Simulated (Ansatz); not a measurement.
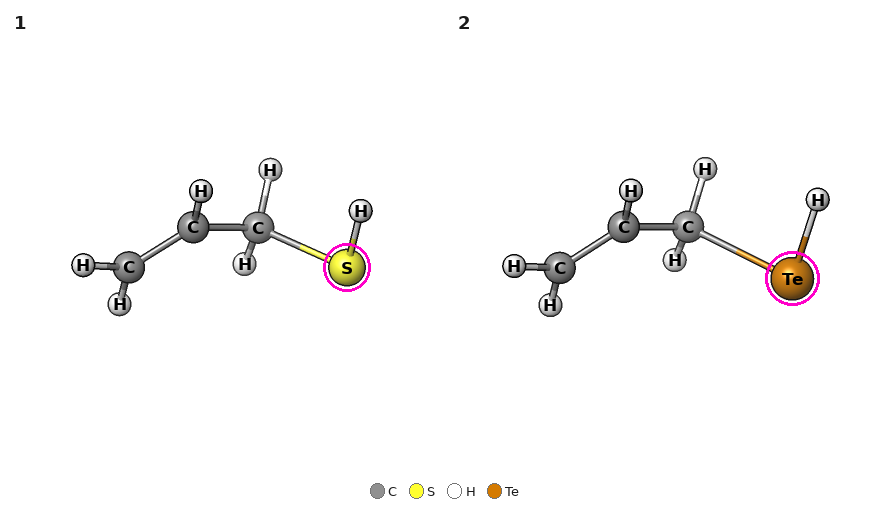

2 molecules with one skeleton, seen from the same side and at one scale; the atom that differs is circled. Charge 0, singlet. Computed geometries: PBE0-D4/def2-TZVP optimisations, one conformation each. Properties computed with Ansatz 0.2.0. Elements past Kr carry core potentials.

One atom differs, called X below: S in panel 1, Te in panel 2. Their formulas are C3H6S (`C=CCS`), C3H6Te (`C=CC[TeH]`).

Question: In which is the HOMO–LUMO gap larger (PBE0-D4/def2-SVP)?

Answer: In panel 1 (X = S).

Question: In which is the HOMO energy (Kohn–Sham orbital) higher (PBE0-D4/def2-SVP)?

Answer: In panel 2 (X = Te).

Give the values. With PBE0-D4/def2-TZVP: length of X–C (Å), length of X–H (Å), angle C–X–H (°), dipole moment (D), harmonic zero-point energy (kJ/mol). With PBE0-D4/def2-SVP: HOMO energy (Kohn–Sham orbital) (eV), HOMO–LUMO gap (eV).

| quantity | 1 (S) | 2 (Te) | 2 − 1 |
| --- | --- | --- | --- |
| length of X–C (Å) | 1.822 | 2.171 | +0.349 |
| length of X–H (Å) | 1.342 | 1.658 | +0.316 |
| angle C–X–H (°) | 96.7 | 93.4 | −3.3 |
| HOMO energy (Kohn–Sham orbital) (eV) | −6.66 | −6.01 | +0.65 |
| HOMO–LUMO gap (eV) | 6.82 | 5.26 | −1.56 |
| dipole moment (D) | 1.45 | 0.99 | −0.46 |
| harmonic zero-point energy (kJ/mol) | 209.7 | 201.5 | −8.2 |
